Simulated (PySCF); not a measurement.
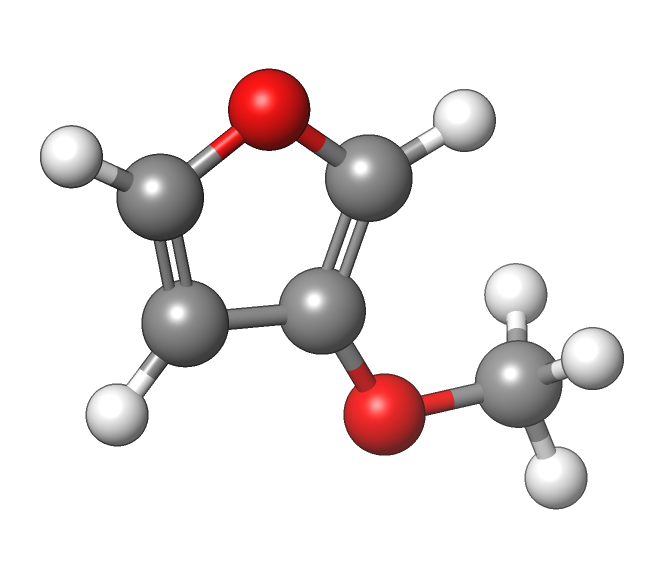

A ball-and-stick model of a molecule. Multiple sticks mark multiple bonds (one Kekulé form). Colours: carbon grey, oxygen red, hydrogen white.

Give the formula.

C5H6O2, 13 atoms: 5 carbon, 6 hydrogen and 2 oxygen.

What is the point group of this geometry?

Cs.

What is its SMILES?

COc1ccoc1

Does it have rings?

Independent rings (smallest set): 1 of 5 members, 1 of them aromatic.

The parts below concern this one geometry. Atoms keep their numbers from picture to picture. The computed structure is the end point of a PBE0-D3(BJ)/def2-SVP optimisation. No frequency run is at hand to confirm it as a minimum.

Ring current

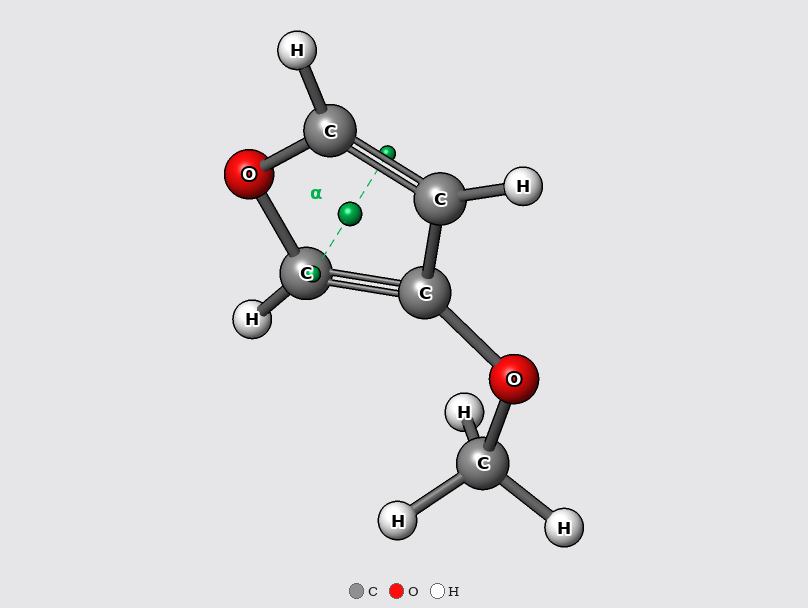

The small points mark where nucleus-independent chemical shifts (NICS) were computed: at the centre of each lettered ring and 1 Å above and below it. No frequency run is at hand to confirm it as a minimum. Level of theory: GIAO PBE0/def2-TZVP NMR shielding, non-relativistic, gas phase (PySCF 2.14.0).

Give NICS(0), NICS(1) and the out-of-plane component NICS(1)zz for each ring (means of the two sides).

```csv
ring,members,NICS(0),NICS(1),NICS(1)zz
α,C4O,−12.8,−8.8,−25.1
```

Values in ppm.

What do the values say about the ring currents?

Ring α: diatropic, as in an aromatic ring. NICS is one index among several.

Levels of theory compared

No frequency run is at hand to confirm it as a minimum. Program: PySCF 2.14.0.

Tabulate dipole (D) at these levels: PBE0/IGLO-III; PBE0/aug-cc-pVDZ; PBE0/cc-pVDZ; PBE0/cc-pVTZ; PBE0/def2-SVP; PBE0/def2-TZVP.

```tsv
level	dipole (D)
PBE0/IGLO-III	0.96
PBE0/aug-cc-pVDZ	0.96
PBE0/cc-pVDZ	0.99
PBE0/cc-pVTZ	0.93
PBE0/def2-SVP	1.02
PBE0/def2-TZVP	0.94
```

Quadrupole coupling

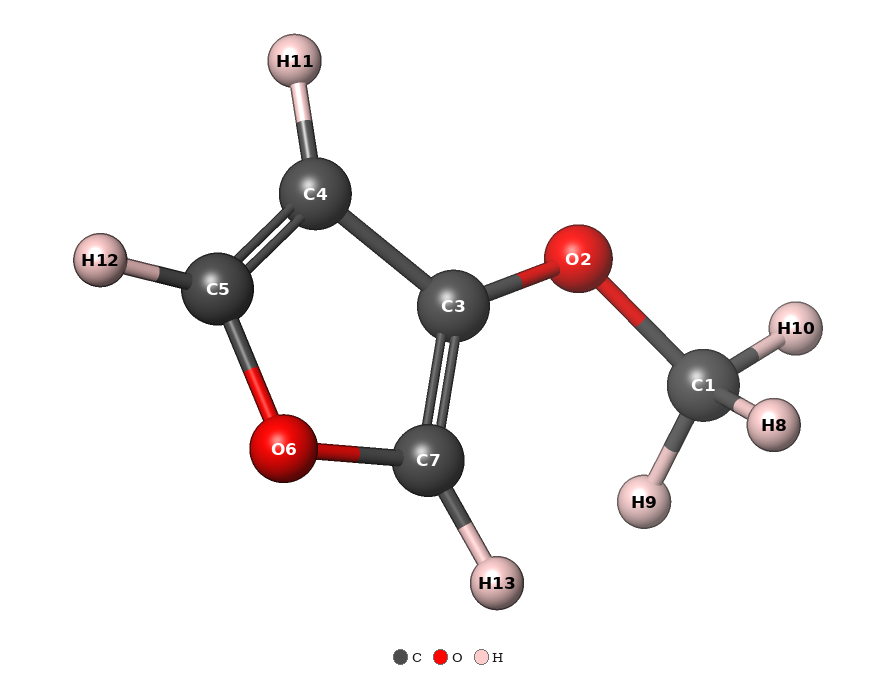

No frequency run is at hand to confirm it as a minimum. Electric field gradients from the ground-state density, PBE0/IGLO-III (PySCF 2.14.0), non-relativistic apart from any core potentials.

Give the largest field-gradient component, the quadrupole coupling constant and the asymmetry for 17O at O2 (Q = −25.6 mb), 17O at O6 (Q = −25.6 mb), 2H at H8 (Q = 2.86 mb), 2H at H10 (Q = 2.86 mb).

```json
{"atom": "O2", "V_zz (a.u.)": "1.899", "e²qQ/h (MHz)": "−11.42", "η": "0.78"}
{"atom": "O6", "V_zz (a.u.)": "1.471", "e²qQ/h (MHz)": "−8.85", "η": "0.15"}
{"atom": "H8", "V_zz (a.u.)": "0.271", "e²qQ/h (MHz)": "0.182", "η": "0.08"}
{"atom": "H10", "V_zz (a.u.)": "0.283", "e²qQ/h (MHz)": "0.190", "η": "0.09"}
```

NMR shielding

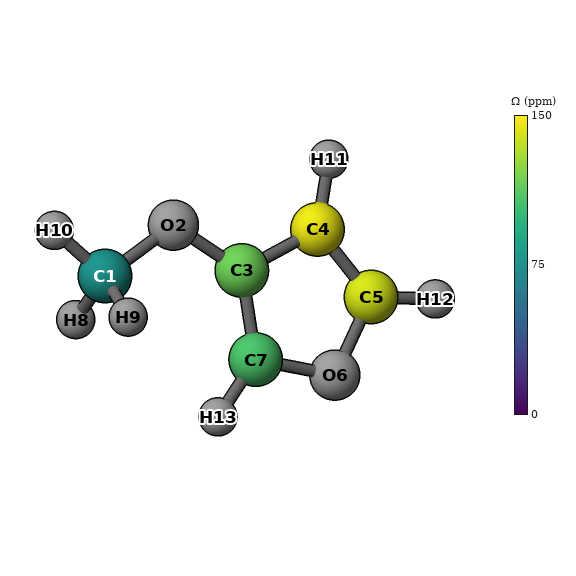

The C atoms are coloured by the span of their shielding tensor. No frequency run is at hand to confirm it as a minimum. Properties computed with GIAO PBE0/cc-pVDZ NMR shielding, non-relativistic, gas phase (PySCF 2.14.0). Principal shieldings σ11 ≤ σ22 ≤ σ33, span Ω = σ33 − σ11, skew κ = 3(σiso − σ22)/Ω.

Give the shielding tensors of the C atoms.

| atom | σ11 | σ22 | σ33 | σiso | Ω | κ |
| --- | --- | --- | --- | --- | --- | --- |
| C1 | 116.3 | 119.5 | 193.1 | 143.0 | 76.8 | 0.92 |
| C3 | −6.0 | 40.2 | 110.8 | 48.3 | 116.8 | 0.21 |
| C4 | 22.3 | 91.4 | 167.3 | 93.7 | 145.0 | 0.05 |
| C5 | −12.5 | 62.4 | 127.1 | 59.0 | 139.7 | −0.07 |
| C7 | 26.6 | 76.0 | 134.8 | 79.1 | 108.2 | 0.09 |

Shieldings and span in ppm.
